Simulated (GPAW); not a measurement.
# STM contrast on a 9-layer slab of Ag(110), part 2 of 2

Aim: Tersoff-Hamann images of a 9-layer slab of Ag(110) at several biases.

GPAW 26.7.0; GPAW, PAW setups; slab in vacuum, relaxation (the session's first sound run).

So far. Step 2 (Relaxation): The relaxation lowered the energy of the cell by 0.0285 eV (energies extrapolated to zero smearing; the optimiser's log prints free energies). The largest force left on a free atom is 0.024 eV/Å.

## Step 3: The slab's potential (continued)

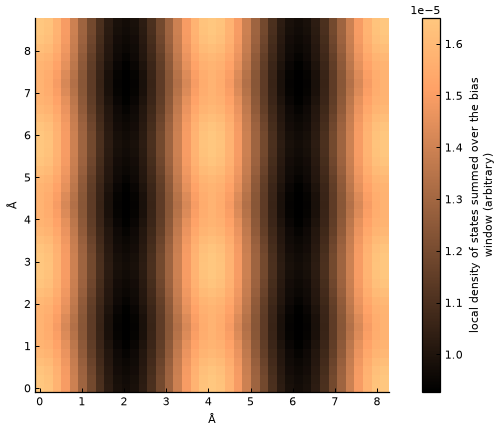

Local density of states summed over the bias window over a1 and a2. Sample bias -0.5 V, constant height 3.5 Å over the top atom. The cell is repeated, with its origin at the lower left corner.

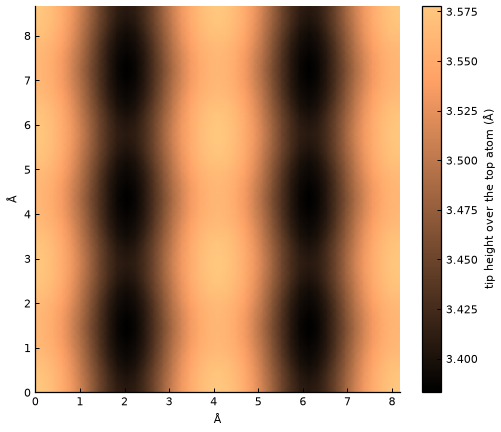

Tip height over the top atom over a1 and a2. Sample bias 0.5 V, constant current at the mean current 3.5 Å over the top atom. The cell is repeated, with its origin at the lower left corner.

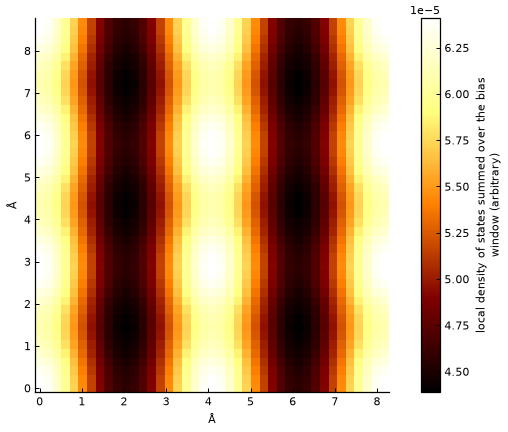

Local density of states summed over the bias window over a1 and a2. Sample bias 0.5 V, constant height 3.5 Å over the top atom. The cell is repeated, with its origin at the lower left corner.

Force by atom:

| atom | x (eV/Å) | y (eV/Å) | z (eV/Å) | size |
| --- | --- | --- | --- | --- |
| Ag1 | 0.000 | 0.000 | 0.065 | 0.065 |
| Ag2 | 0.000 | 0.000 | -0.332 | 0.332 |
| Ag3 | 0.000 | 0.000 | 0.049 | 0.049 |
| Ag4 | 0.000 | 0.000 | 0.225 | 0.225 |
| Ag5 | 0.000 | 0.000 | -0.011 | 0.011 |
| Ag6 | 0.000 | 0.000 | -0.007 | 0.007 |
| Ag7 | 0.000 | 0.000 | -0.014 | 0.014 |
| Ag8 | 0.000 | 0.000 | 0.024 | 0.024 |
| Ag9 | 0.000 | 0.000 | 0.000 | 0.000 |

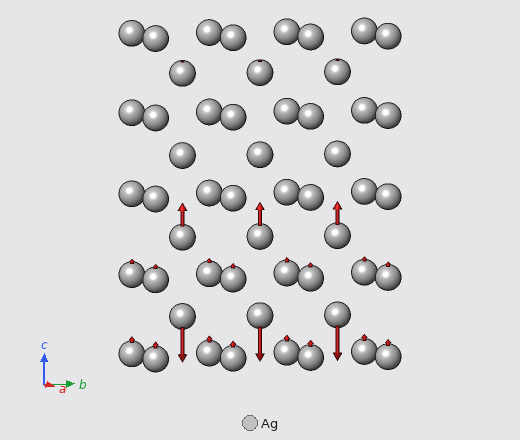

Force as arrows, the longest 0.332 eV/Å. 1×3×1 cells are drawn. Some periodic images of atoms are drawn too.

The potential is flat to 1.5e-4 eV/Å where it is read, so the vacuum is wide enough.

## Step 4: A changed run

One more run, with changed settings.

run.py

```python
import json
import numpy as np
from ase import Atoms
from gpaw import GPAW, PW

slab = Atoms(
    ['Ag', 'Ag', 'Ag', 'Ag', 'Ag', 'Ag', 'Ag', 'Ag', 'Ag'],
    positions=[
        [0.00000, 0.00000, 9.00000],
        [2.04500, 1.44603, 10.44603],
        [0.00000, 0.00000, 11.89207],
        [2.04500, 1.44603, 13.33810],
        [0.00000, 0.00000, 14.84255],
        [2.04500, 1.44603, 16.32001],
        [-0.00000, 0.00000, 17.80155],
        [2.04500, 1.44603, 19.31876],
        [-0.00000, -0.00000, 20.70087]],
    cell=[[4.09, 0.0, 0.0], [0.0, 2.89207, 0.0], [0.0, 0.0, 29.56827]],
    pbc=[True, True, False])

slab.calc = GPAW(mode=PW(400), xc='PBE', kpts={'size': (8, 11, 1), 'gamma': True},
                 occupations={'name': 'fermi-dirac', 'width': 0.1}, nbands='160%',
                 convergence={'density': 1e-05}, maxiter=3,
                 poissonsolver={'dipolelayer': 'xy'},
                 symmetry={'tolerance': 1e-3}, txt='slab.txt')
result = {}
energy = slab.get_potential_energy()
fermi = slab.calc.get_fermi_level()
v = slab.calc.get_electrostatic_potential().mean((0, 1)) - fermi
n = slab.calc.get_pseudo_density().mean((0, 1))
L = slab.cell[2, 2]
z = np.arange(len(v)) * L / len(v)
low, high = slab.positions[:, 2].min(), slab.positions[:, 2].max()
below, above = np.interp([low - 6.8, high + 6.8], z, v)
slopes = [np.interp(x, z, np.gradient(v, z)) for x in (low - 6.8, high + 6.8)]
eps = np.array([[slab.calc.get_eigenvalues(k, s) for k in range(len(slab.calc.get_ibz_k_points()))]
                for s in range(slab.calc.get_number_of_spins())]) - fermi
top, bottom = eps[eps < 0].max(), eps[eps > 0].min()
dipole = slab.get_dipole_moment()[2]
print(f'energy {energy:.4f} eV, Fermi level {fermi:.4f} eV, dipole {dipole:.5f} e A')
print(f'potential 6.8 A off the faces, from the Fermi level: lower {below:.4f} eV, upper {above:.4f} eV')
print(f'slope of the potential there: lower {slopes[0]:.5f}, upper {slopes[1]:.5f} eV/A')
print(f'nearest levels on the mesh: {top:.4f} and {bottom:.4f} eV')
print('magnetic moment', round(slab.get_magnetic_moment(), 3))
result.update(energy=energy, fermi=fermi, dipole=dipole, below=below, above=above, slopes=slopes, edges=[top, bottom],
              z=z.tolist(), v=v.tolist(), n=n.tolist(), positions=slab.positions.tolist(),
              forces=slab.get_forces(apply_constraint=False).tolist(), moments=slab.get_magnetic_moments().tolist())
json.dump(result, open('result.json', 'w'))
```

Run with:

```console
$ OMP_NUM_THREADS=1 OPENBLAS_NUM_THREADS=1 python run.py
```

Log:

```text
gpaw.KohnShamConvergenceError
```

It took 72 s on 1 thread of Intel Xeon 6975P-C (Granite Rapids), shared host; peak memory 0.64 GiB.

No converged result was reached; the numbers in the log don't describe the system.

The fault put into the input: too few SCF iterations (maxiter = 3).

## Step 5: What came out

```
work function, upper and lower face : 4.140 and 4.130 eV
dipole along the normal             : -7.7e-4 e Å
corrugation at -0.5 V               : 0.244 Å
corrugation at 0.5 V                : 0.196 Å
```

In words: The corrugation at constant current is largest at -0.5 V, where the tip height varies by 0.24 Å over the cell. Negative sample bias images filled states, positive bias empty ones. The measured value for this face is 4.1 eV (as compiled in "Anisotropic work function of elemental crystals", 2019, arxiv:1902.07811); the relaxed upper face lies 0.040 eV over it with PBE. Measured work functions scatter by a tenth of an eV or more between methods. The images are of Tersoff-Hamann type: an s-wave tip, no tip-sample forces, heights closer than in a microscope. The small printed dipole stands for a step of 12 meV from the lower to the upper face, and the probes find 10 meV; values this small are near the numerical noise of both. The in-plane lattice was kept as typed, which isn't the functional's own and leaves some strain; spin-orbit coupling and temperature are left out.

[Logs are printed without paths, hosts, clocks, repeated set-up lines and the standing remarks that a program may print on its own settings, such as how far it seeks lower states.]

[Hosts, paths, dates, database ids (printed as entryN), source tags and the programs' standing remarks are cut or masked in the printed files.]
